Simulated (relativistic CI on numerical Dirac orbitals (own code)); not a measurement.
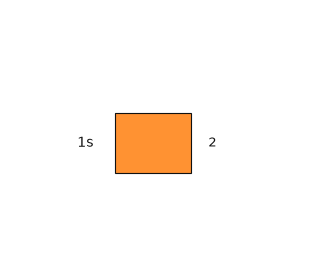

**Figure 1.** The outer shells of the leading configuration of the lowest level: a box for each of the 2l + 1 orbitals, shaded by the share of the shell that is filled, with the electron count at the right.

**O⁶⁺: relativistic CI calculation**

System: O⁶⁺.
Method: non-relativistic limit (c times 1000) of the Dirac-Coulomb CI, KLI orbitals optimised for each configuration (relativistic CI on numerical Dirac orbitals, in-house).

### Input
```
atom O  Z=8  charge=6  electrons=2
nucleus A=16  rms_radius_fm=2.6991
hamiltonian dirac-coulomb  breit=off  qed=off  c_scale=1000
orbitals kli  potential=per-configuration
slater_scale 1
correlation none
mixing on
configurations
  1s2
  1s 2s
  1s 2p
  1s 3s
  1s 3p
  1s 3d
  1s 4s
  1s 4p
  1s 4d
  1s 4f
  1s 5s
  1s 5p
  1s 5d
  1s 5f
  1s 5g
  1s 6s
  1s 6p
  1s 6d
end
```

Hardware: 1 CPU thread, shared host.

The program writes its results to a structured record and prints no log; tables and figures of this report are taken from that record.

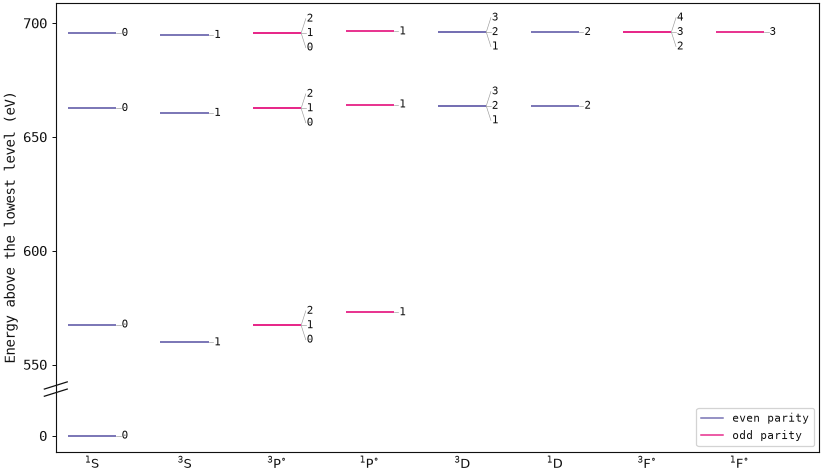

**Figure 2.** Level diagram of O VII (O⁶⁺). The lowest level is 1s² ¹S₀. The first excited level, 1s 2s ³S₁, lies at 560 eV. The lowest level of opposite parity, 1s 2p ³P°₀, is at 567 eV. The levels are well described in LS and in jj coupling alike (mean leading weight 100 % in LS and 86 % in jj).

| Configuration | Level | E (eV) |
| --- | --- | --- |
| 1s² | ¹S₀ | 0 |
| 1s 2s | ³S₁ | 559.7 |
| 1s 2p | ³P°₀ | 567.2 |
| 1s 2p | ³P°₁ | 567.2 |
| 1s 2p | ³P°₂ | 567.2 |
| 1s 2s | ¹S₀ | 567.5 |
| 1s 2p | ¹P°₁ | 572.9 |
| 1s 3s | ³S₁ | 660.5 |
| 1s 3p | ³P°₀ | 662.6 |
| 1s 3p | ³P°₁ | 662.6 |
| 1s 3p | ³P°₂ | 662.6 |
| 1s 3s | ¹S₀ | 662.6 |
| 1s 3d | ³D₁ | 663.6 |
| 1s 3d | ³D₂ | 663.6 |
| 1s 3d | ³D₃ | 663.6 |
| 1s 3d | ¹D₂ | 663.7 |
| 1s 3p | ¹P°₁ | 664.2 |
| 1s 4s | ³S₁ | 694.8 |

### Results in brief

- outcome: converged
- lowest level: 1s² ¹S₀
- first excited level: 1s 2s ³S₁, 4,514,455 cm⁻¹
- levels computed: 59
- SCF iterations: 128

### Notes

Caveats: only a limited list of configurations is included, so lower levels can be missing.
